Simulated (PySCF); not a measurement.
SMILES [O]CCOC, doublet at its CAM-B3LYP/def2-SVP optimised geometry (Å):

```
12

C     -0.3247     1.3513    -2.8993
O      0.2800     0.1807    -2.4314
C     -0.2764    -0.3468    -1.2612
C      0.2686     0.3284     0.0000
O     -0.2387    -0.1520     1.1570
H     -1.3985     1.1969    -3.1200
H     -0.2436     2.1943    -2.1864
H      0.1839     1.6432    -3.8281
H     -0.0120    -1.4147    -1.2264
H     -1.3814    -0.2778    -1.2610
H      1.3814     0.3284     0.0000
H      0.0069     1.4147     0.0000
```

Calculation: unrestricted CAM-B3LYP/def2-TZVP in PySCF. Cells within 0.4 Å of a nucleus heavier than hydrogen are left out (blank, or x).

Map of the electrostatic potential (hartree/e), clipped to [-0.08, 0.12] on the plane z = 1.2 Å:

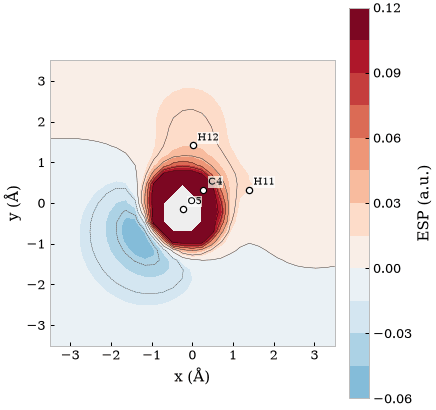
Fig. 1. Electrostatic potential (hartree/e), clipped to [-0.08, 0.12] on the plane z = 1.2 Å.
